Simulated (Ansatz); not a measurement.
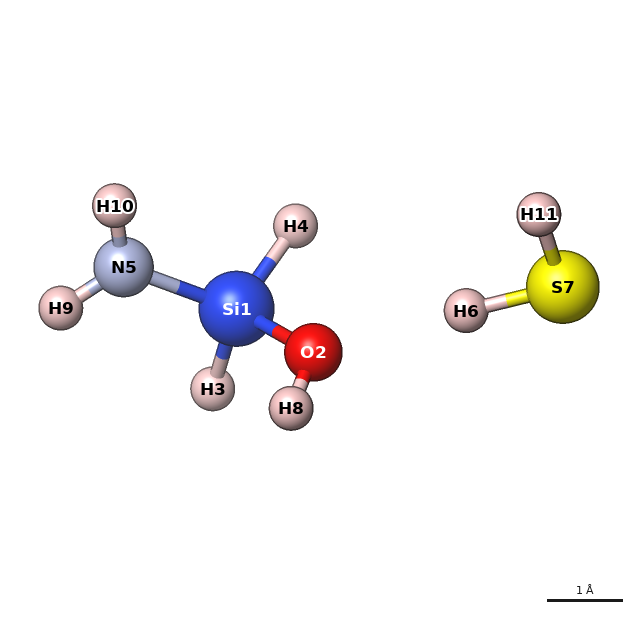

The geometry was computed by an optimisation with PBE0-D4/def2-TZVP.

Find the hydrogen bonds (donors O, N, F, S or Cl) and give their geometry.

| D–H···A | D–H (Å) | H···A (Å) | angle (°) | kind |
| --- | --- | --- | --- | --- |
| S7–H6···O2 | 1.35 | 2.14 | 178 | intermolecular |
